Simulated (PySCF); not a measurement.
# GaO2: relaxation and vibrations of the quartet

Aim: relax GaO2 as a quartet from a bent start, check by its vibrations whether the end is a minimum, and collect its spectrum and constants.

Method: PBE0, basis Ga def2-TZVP, O def2-TZVP, no relativity, density fitting; program: PySCF 2.14.0.

## (1) Where the work starts

3 atoms, charge 0, spin multiplicity 4.

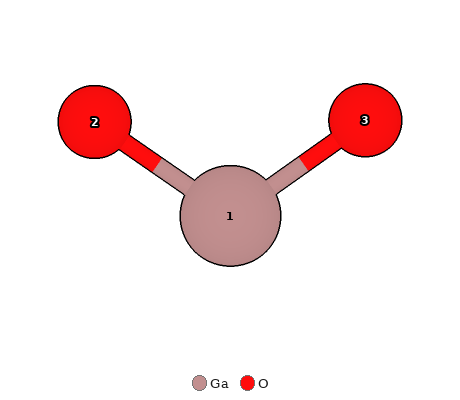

As it starts; gallium pink, oxygen red; atoms are numbered from 1 in the order of the file.

Coordinates in bohr (charge 0 multiplicity 4):
```
Ga    0.0000    0.0000    0.0000
O     2.6934    0.0000    1.8859
O    -2.6934    0.0000    1.8859
```

## (2) Finding the electronic state

One driver script runs all steps and calls PySCF; scf.py shows how it sets up the SCF of each step. The optimiser is the driver's own. After this first run the driver tries any further starts and a stability analysis.

Input file scf.py:

```python
from pyscf import gto, scf, dft
mol = gto.M(atom='''
Ga     0.000000     0.000000     0.000000
O      1.425300     0.000000     0.998000
O     -1.425300     0.000000     0.998000''',
    basis={'Ga': 'def2-TZVP', 'O': 'def2-TZVP'},
    charge=0, spin=3)
mf = dft.UKS(mol, xc='PBE0')
mf.grids.atom_grid = (50, 194)
aux = {'Ga': 'def2-universal-JKFIT', 'O': 'def2-universal-JKFIT'}
mf = mf.density_fit(auxbasis=aux)
mf.conv_tol = 1e-08
mf.diis_space = 10
mf.max_cycle = 60
mf.init_guess = 'minao'
mf.verbose = 4
mf.kernel()
```

The run is started by

```console
OMP_NUM_THREADS=4 python axn.py task.json out
```

Standard output (excerpt; [...] marks lines left out):

```text
[... the frontier levels of the middle cycles are left out ...]
init E= -2074.33908531534
[... the frontier-level lines of each cycle are left out ...]
cycle= 1 E= -2074.63838851429  delta_E= -0.299  |g|= 0.647  |ddm|= 1.39
cycle= 2 E= -2074.38935470818  delta_E= 0.249  |g|= 1.12  |ddm|= 1.01
cycle= 3 E= -2074.75950343753  delta_E= -0.37  |g|= 0.0952  |ddm|= 0.645
cycle= 4 E= -2074.76209973892  delta_E= -0.0026  |g|= 0.0518  |ddm|= 0.0808
cycle= 5 E= -2074.76322383871  delta_E= -0.00112  |g|= 0.00641  |ddm|= 0.0362
cycle= 6 E= -2074.76328971966  delta_E= -6.59e-05  |g|= 0.00184  |ddm|= 0.0126
cycle= 7 E= -2074.76329747115  delta_E= -7.75e-06  |g|= 0.00106  |ddm|= 0.00377
cycle= 8 E= -2074.76330256588  delta_E= -5.09e-06  |g|= 0.00075  |ddm|= 0.00369
cycle= 9 E= -2074.76330689539  delta_E= -4.33e-06  |g|= 0.000358  |ddm|= 0.0051
cycle= 10 E= -2074.76330812261  delta_E= -1.23e-06  |g|= 8.16e-05  |ddm|= 0.00407
cycle= 11 E= -2074.76330813627  delta_E= -1.37e-08  |g|= 1.79e-05  |ddm|= 0.000398
cycle= 12 E= -2074.76330813301  delta_E= 3.26e-09  |g|= 8.73e-05  |ddm|= 5.22e-05
Extra cycle  E= -2074.76330790519  delta_E= 2.28e-07  |g|= 0.000708  |ddm|= 0.000372
SCF not converged.
init E= -2074.33908531534
cycle= 1 E= -2074.63838851429  delta_E= -0.299  |g|= 0.647  |ddm|= 1.39
cycle= 2 E= -2074.38935470818  delta_E= 0.249  |g|= 1.12  |ddm|= 1.01
[... 18 cycles left out ...]
SCF not converged.
init E= -2074.76330752113
[... 1 cycles left out ...]
cycle= 2 E= -2074.76321855074  delta_E= 8.39e-05  |g|= 0.0146  |ddm|= 0.00769
cycle= 3 E= -2074.76329368564  delta_E= -7.51e-05  |g|= 0.00533  |ddm|= 0.00375
cycle= 4 E= -2074.76330477791  delta_E= -1.11e-05  |g|= 0.00248  |ddm|= 0.0014
cycle= 5 E= -2074.76330724757  delta_E= -2.47e-06  |g|= 0.0012  |ddm|= 0.000691
cycle= 6 E= -2074.76330792317  delta_E= -6.76e-07  |g|= 0.000559  |ddm|= 0.00059
cycle= 7 E= -2074.76330809641  delta_E= -1.73e-07  |g|= 0.000259  |ddm|= 0.00028
cycle= 8 E= -2074.76330813587  delta_E= -3.95e-08  |g|= 0.000113  |ddm|= 0.000123
cycle= 9 E= -2074.7633081463  delta_E= -1.04e-08  |g|= 9.51e-05  |ddm|= 6.26e-05
cycle= 10 E= -2074.76330815122  delta_E= -4.93e-09  |g|= 0.000108  |ddm|= 3.92e-05
cycle= 11 E= -2074.7633081541  delta_E= -2.87e-09  |g|= 0.000116  |ddm|= 2.31e-05
cycle= 12 E= -2074.76330814905  delta_E= 5.05e-09  |g|= 0.000123  |ddm|= 6.7e-05
cycle= 13 E= -2074.76330814569  delta_E= 3.36e-09  |g|= 0.000111  |ddm|= 2.65e-05
cycle= 14 E= -2074.76330814431  delta_E= 1.38e-09  |g|= 0.000107  |ddm|= 3.7e-05
cycle= 15 E= -2074.76330814199  delta_E= 2.32e-09  |g|= 9.49e-05  |ddm|= 0.000103
Extra cycle  E= -2074.76330816583  delta_E= -2.38e-08  |g|= 0.000363  |ddm|= 0.000404
converged SCF energy = -2074.76330816583  <S^2> = 3.8087706  2S+1 = 4.0292782
```

This step, with its further starts and checks, took 23 s on 4 threads of Arm Neoverse V1, shared host.

The starts that the driver tried:

| start | energy (Eh) |
| --- | --- |
| the minimal-basis guess | -2074.763308 |
| a thermally smeared density | -2074.775623 |
| a smeared PBE density | -2074.763308 |

This is not the lowest solution: one lies 73.7 kJ/mol lower, at -2074.79139 Eh, and the relaxation starts from that.

## (3) Relaxing the quartet from the bent start

The program finds C2v symmetry in the start, which this walk keeps.

scf.py, as its differences from that of step 2:

```diff
@@ -3,3 +3,3 @@
-Ga     0.000000     0.000000     0.000000
-O      1.425300     0.000000     0.998000
-O     -1.425300     0.000000     0.998000''',
+Ga     0.000000     0.000000    -0.316362
+O      1.425300     0.000000     0.681638
+O     -1.425300     0.000000     0.681638''',
@@ -15 +14,0 @@
-mf.init_guess = 'minao'
```

Energy and gradient, step by step:

```
step   energy (Eh)  change (kJ/mol)  largest symmetric gradient (Eh/bohr)
   0  -2074.791393             0.00                               0.05570
   1  -2074.800238           -23.22                               0.00444
   2  -2074.800377           -23.59                               0.00142
   3  -2074.800407           -23.67                               0.00077
   4  -2074.800413           -23.68                               0.00058
   5  -2074.800414           -23.69                               0.00013
```

The walk took 9 s.

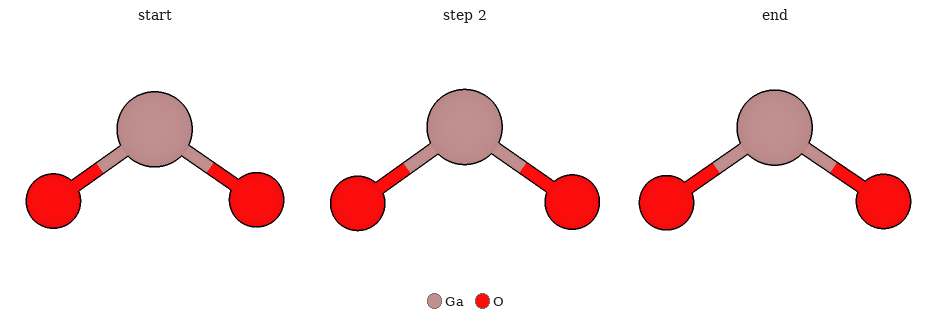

Start and end of the relaxation, with a step between.

It settles in C2v symmetry, 23.7 kJ/mol below the start, after 5 steps: Ga–O 1.846 Å (×2); O–Ga–O 111.0°.

## (4) Vibrations and properties at this point

The point is checked on the finer grid, and tightened if its gradient asks for it. The Hessian and the dipole derivatives come from central differences of analytic gradients, with steps of 0.02 bohr.

scf.py, as its differences from that of step 3:

```diff
@@ -3,3 +3,3 @@
-Ga     0.000000     0.000000    -0.316362
-O      1.425300     0.000000     0.681638
-O     -1.425300     0.000000     0.681638''',
+Ga     0.000000     0.000000    -0.330718
+O      1.522584     0.000000     0.713587
+O     -1.522584     0.000000     0.713587''',
@@ -9 +9 @@
-mf.grids.atom_grid = (50, 194)
+mf.grids.atom_grid = (75, 302)
@@ -12 +12 @@
-mf.conv_tol = 1e-08
+mf.conv_tol = 1e-10
```

The driver hands on the density of the step before, so the log starts near convergence.

SCF at the final geometry:

```text
init E= -2074.80044901294
[... the frontier-level lines of each cycle are left out ...]
cycle= 1 E= -2074.80044901294  delta_E= -3.18e-12  |g|= 9.63e-07  |ddm|= 1.84e-06
Extra cycle  E= -2074.80044901294  delta_E=    0  |g|= 1.36e-06  |ddm|= 1.94e-06
converged SCF energy = -2074.80044901294  <S^2> = 3.7621749  2S+1 = 4.0060828
```

The whole step took 28 s.

Geometry: C2v; Ga–O 1.846 Å (×2); O–Ga–O 111.1°.

Harmonic modes (main isotopes):

| symmetry | ω (cm⁻¹) | IR (km/mol) |
| --- | --- | --- |
| a1 | 174 | 19.1 |
| a1 | 590 | 26.1 |
| b2 | 609 | 67.2 |

All wavenumbers are real: a minimum.

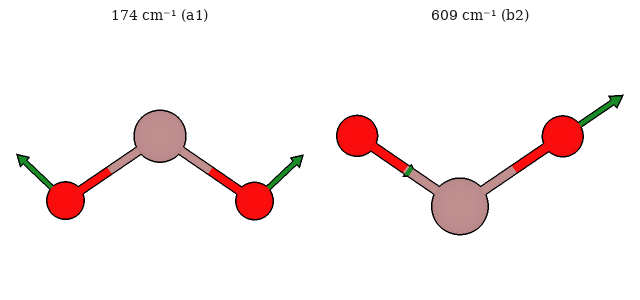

Displacements of 2 of the modes, as arrows (one member where a mode is degenerate).

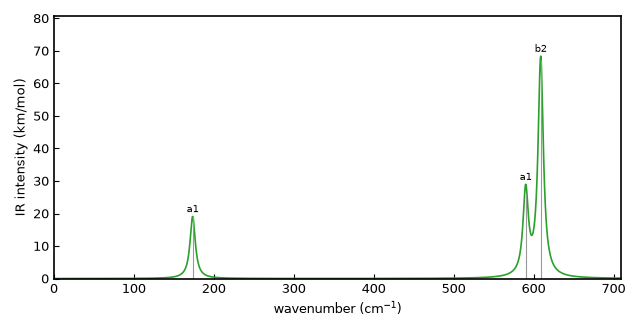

The harmonic infrared spectrum (widths in cm⁻¹). Lines are broadened to a width of 8 cm⁻¹ (Lorentzian).

Constants and moments:

```yaml
Dipole_moment: 2.37 D
Highest_occupied_level: -7.35 eV
Lowest_empty_level: -5.04 eV
Rotational_constants: 0.7075, 0.2273, 0.172 cm⁻¹
Zero-point_energy: 8.2 kJ/mol
Principal_polarisabilities: 30.9, 31.9, 40.7 bohr³
Atomisation_energy_without_zero-point_energy: 554 kJ/mol
Principal_traceless_quadrupole_moments_about_the_centre_of_mass: -5.95, 1.74, 4.21 D Å
Entropy_at_298.15_K_and_1_bar_electronic_part_spin_only: 284.6 J/(mol K)
Heat_capacity_Cp_at_298.15_K: 49.7 J/(mol K)
Enthalpy_at_298.15_K_above_0_K: 12.34 kJ/mol
Rotational_symmetry_number: 2
Spin_squared_⟨S²⟩: 3.762
```

Charges (e) and bond orders:

| atom | Mulliken | Löwdin | polar tensor | spin (Mulliken) | Mayer order to Ga1 |
| --- | --- | --- | --- | --- | --- |
| Ga1 | 0.55 | 0.19 | 0.88 | 0.75 | – |
| O2,3 | -0.27 | -0.09 | -0.44 | 1.13 | 1.02 |

Outer orbital energies (eV). α occupied: -23.81, -12.97, -12.06, -11.73, -10.87, -10.16, -9.64, -7.35; empty: -1.47, 0.62, 0.74, 4.41. β occupied: -24.19, -24.12, -23.55, -23.02, -11.60, -9.44, -9.37, -8.79; empty: -5.04, -3.82, -3.43, -0.67.

Mulliken populations on Ga1: s 7.34, p 12.88, d 10.18, f 0.06.

## (5) Outcome

| quantity | value |
| --- | --- |
| minimum | quartet, C2v |
| geometry | Ga–O 1.846 Å (×2); O–Ga–O 111.1° |
| wavenumbers (cm⁻¹) | 174 (a1), 590 (a1), 609 (b2) |
| dipole moment | 2.37 D |
| highest occupied, lowest empty level (either spin) | -7.35, -5.04 eV |
| polar-tensor charge of Ga1 | +0.88 e |
| zero-point energy | 8.2 kJ/mol |
| entropy at 298.15 K | 284.6 J/(mol K) |
| atomisation energy (no zero-point energy) | 554 kJ/mol |
| ⟨S²⟩ | 3.762 |

What this shows: The bent start keeps its C2v symmetry and ends in a minimum. In the infrared the band at 609 cm⁻¹ (b2, stretch) leads. The first SCF alone would have been 74 kJ/mol too high. Only this shape and spin were tried, so other structures or states may lie lower.

The search up to here took 61 s.
